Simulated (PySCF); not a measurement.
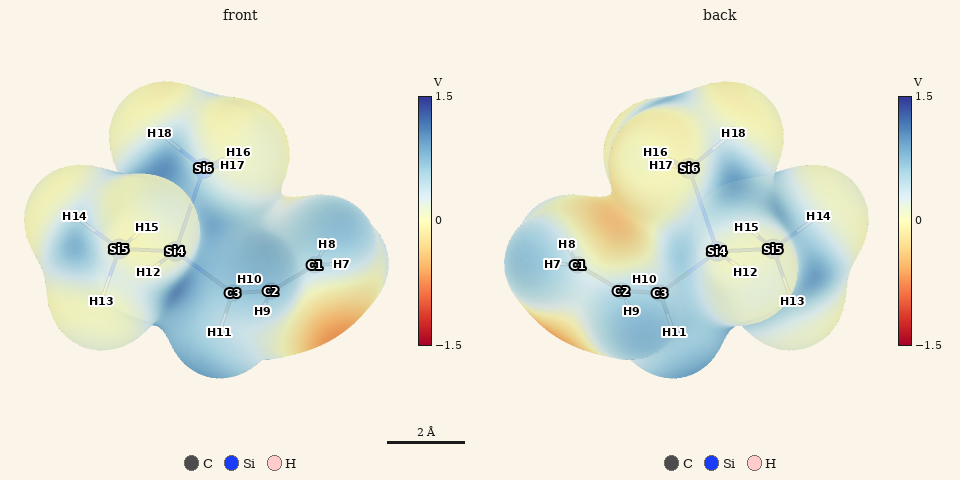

*C₃H₁₂Si₃. The molecular electrostatic potential painted on the density surface at 0.002 e/bohr³, seen from the front and from behind; the colour scale runs from red (negative) to blue (positive).*

Geometry: PBE0-D3(BJ)/def2-SVP.

These are results of PySCF, CAM-B3LYP/def2-SVPD, SCF density, gas phase, not measurements.

```csv
atom,x (Å),y (Å),z (Å)
C,2.7143,0.9443,0.2266
C,2.0386,0.2280,-0.6765
C,1.0461,-0.8405,-0.3624
Si,-0.7400,-0.2186,-0.6261
Si,-2.2819,-1.8365,0.0871
Si,-1.0608,1.7261,0.6456
H,3.3966,1.7423,-0.0757
H,2.6090,0.7572,1.3007
H,2.1757,0.4604,-1.7408
H,1.1278,-1.1598,0.6900
H,1.1955,-1.7326,-0.9941
H,-0.9700,0.0834,-2.0770
H,-2.1033,-3.1270,-0.6504
H,-3.6841,-1.3569,-0.1152
H,-2.0760,-2.0973,1.5470
H,-0.6105,1.4578,2.0484
H,-0.2966,2.8922,0.1081
H,-2.5143,2.0813,0.6809
```

> Describe the electrostatic potential map.

The most negative region (about −0.6 V) lies over the π face of C1 and C2, the most positive (about +1.0 V) over Si5 and Si6.
